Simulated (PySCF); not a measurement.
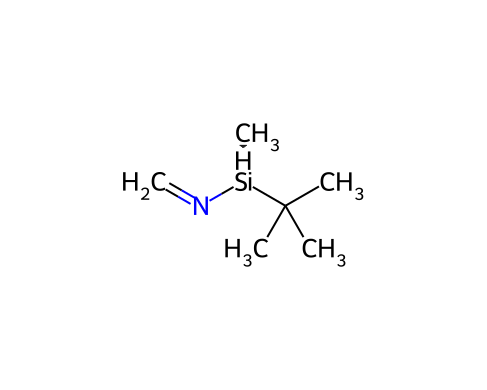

The computed structure is the end point of a GFN2-xTB optimisation. No frequency run is at hand to confirm it as a minimum. Properties computed with PBE0/pcSseg-1, gas phase (PySCF 2.14.0).

**Estimate the HOMO–LUMO gap.**

6.14 eV.

**Estimate the dipole moment.**

0.98 D.

**Give the HOMO energy (Kohn–Sham orbital) at this level.**

−6.84 eV.

The geometry is semi-empirical. Around Si such bond lengths and angles can be off by a tenth of an ångström or more and by several degrees, and values that hang on the shape move with them.
